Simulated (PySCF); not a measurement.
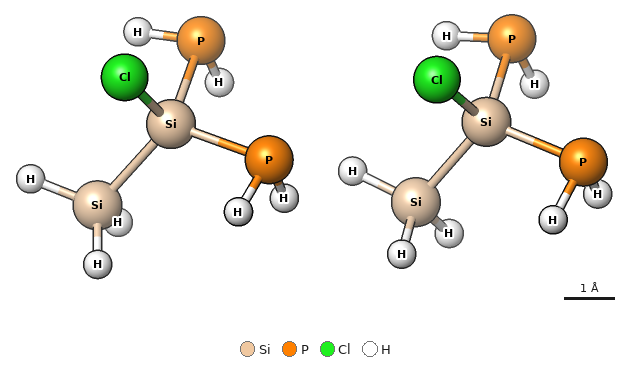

Two geometries of Si2P2H7Cl, drawn at one scale. One is the start of a relaxation, the other its converged end. The picture is a ball-and-stick view, seen at a tilt.

All numbers below come from PBE0-D3(BJ)/def2-SVP geometry optimisation, gas phase in PySCF. 

Question: Which geometry has the lower energy?

Answer: The right one is the relaxed one. The start comes from GFN2-xTB. Its atoms were then displaced at random by about 0.01 Å. The largest move after the best rigid fit is that of an H atom, 0.46 Å. By element the largest moves are H 0.46 Å, Cl 0.15 Å, P 0.10 Å, Si 0.10 Å. Among the contacts that change: H–P 1.365 → 1.432 Å, H–Si 1.439 → 1.495 Å, H–P 1.383 → 1.430 Å, P–Si 2.306 → 2.264 Å. Bond angles that change, for instance: P–Si–Cl 103.4° → 107.1°, Si–Si–P 117.8° → 114.2°, Si–Si–P 117.3° → 114.5°. After 10 geometry steps the energy has fallen by 25.2 kJ/mol. Cost: 85 s on 1 thread of Arm Neoverse V1, on a shared host.
